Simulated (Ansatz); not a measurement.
Formation energy of the localised charge states of H interstitial started on Cl in rock-salt NaCl (start: bound to Cl, open side; 64-site cell, 2×2×2 shifted sampling) against the Fermi level, Cl-rich (Δμ(H) = -0.91 eV, bounded by HCl molecule; only phases computed here count, gases as isolated molecules at 0 K). The numbers are results of PBE, PAW (plane waves to 420 eV; Ansatz, a program for electronic structure), not measurements.

Charges with a result: +1, 0, −1. Others weren't obtained, and one of them could lie lower, also by skipping a charge.

Cell and caveats: 64-site cell; 2×2×2 shifted k-points; host gap 4.99 eV; charged states image-corrected; finite-size errors of tenths of an eV.

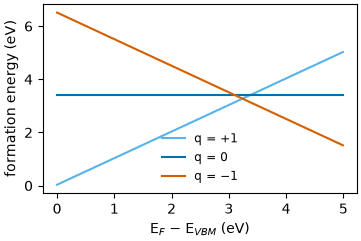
*Formation energy of each charge state against the Fermi level*

Crossings of the lowest lines: (+1/−1) at 3.24 eV. At the valence-band maximum: q = +1: 0.034 eV; q = 0: 3.43 eV; q = −1: 6.51 eV.
